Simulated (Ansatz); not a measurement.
**Pressure series in hypothetical P6_422 BeS**

Base system: BeS (space group P6_422, No. 181; a = 3.424 Å, c = 7.746 Å; a hypothetical phase, not in the database extracts checked).

Cell and atoms are relaxed at each pressure.

The values are results of PBEsol/PAW in Ansatz (a first-principles code), no spin-orbit coupling, not measurements.

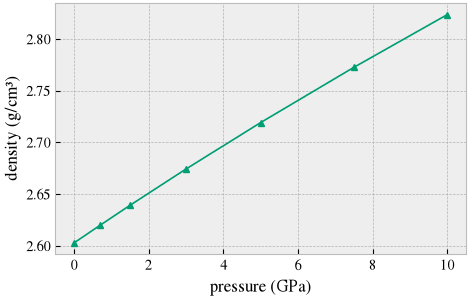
*Density against pressure*

| pressure (GPa) | density |
|---|---|
| 0.7 | 2.62 g/cm³ |
| 1.5 | 2.64 g/cm³ |
| 3 | 2.67 g/cm³ |
| 5 | 2.72 g/cm³ |
| 7.5 | 2.77 g/cm³ |
| 10 | 2.82 g/cm³ |

Load acts through the strain it causes; cell and atoms are relaxed under it. No phonon test of stability was made. No other phases were tried under pressure. The base started in P3_121 and relaxed to P6_422 at this level.
